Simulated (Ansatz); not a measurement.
Input file:

```
crystal:
  periodic: [false, false, false]
  atoms:
    - {symbol: Sn, position_ang: [0.546054, -0.704663, 0.389995]}
    - {symbol: H, position_ang: [0.483179, -0.871931, 2.101736]}
    - {symbol: H, position_ang: [2.133154, -0.901005, -0.245830]}
    - {symbol: C, position_ang: [-0.539609, 0.972788, -0.390239]}
    - {symbol: H, position_ang: [-0.116993, 1.910944, -0.008549]}
    - {symbol: H, position_ang: [-1.588074, 0.890049, -0.079771]}
    - {symbol: H, position_ang: [-0.480117, 0.962107, -1.484981]}
    - {symbol: F, position_ang: [-0.437603, -2.258288, -0.282360]}
basis:
  gaussian: {orbitals: def2-TZVP, initial_orbitals: start.molden}
hamiltonian: {xc: pbe0, dispersion: d4}
scf: {omitted_lower_state_checks: [starts]}
output: {orbitals: {seedname: orbitals}}
```

Launched as:

```sh
ansatz run in.yaml --threads 4 --pin off --events-out ev --progress --plain --max-ram 3916MiB
```

Geometry: PBE-D4/def2-TZVP; core potentials replace the inner electrons of Sn.

Theory: RKS PBE0-D4/def2-TZVP (Ansatz).

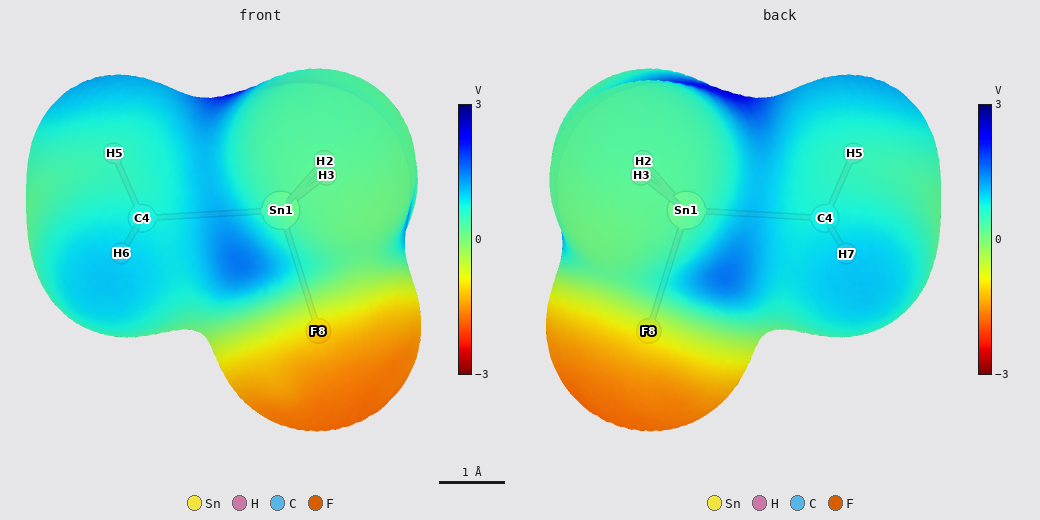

CH5FSn. The molecular electrostatic potential painted on the density surface at 0.002 e/bohr³, seen from the front and from behind; red is negative and blue positive.

Describe the electrostatic potential map.

Answer. The most negative region (about −1.8 V) lies over F8, the most positive (about +2.4 V) over Sn1.
